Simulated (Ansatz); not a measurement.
# Pressure series in SnTe

The reference is SnTe in the rock salt structure (space group Fm-3m, No. 225; a = 6.371 Å).

Cell and atoms are relaxed at each pressure.

Computed with r2SCAN, PAW, 500 eV (Ansatz, a first-principles code; scalar-relativistic without spin-orbit coupling), earlier PAW set.

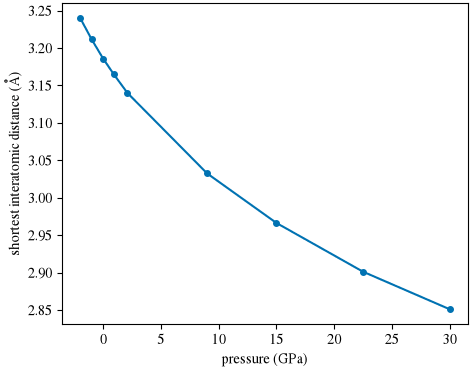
Fig. 1. Shortest interatomic distance against pressure

```
pressure (GPa)  shortest interatomic distance
--------------  -----------------------------
-2                                    3.240 Å
-1                                    3.211 Å
0.9                                   3.165 Å
2.1                                   3.140 Å
9                                     3.032 Å
15                                    2.966 Å
22.5                                  2.901 Å
30                                    2.851 Å
```

Load acts through the strain it causes; cell and atoms are relaxed under it. Whether these cells are dynamically stable was not tested. Competing high-pressure phases were not computed. All final runs are without spin polarisation.
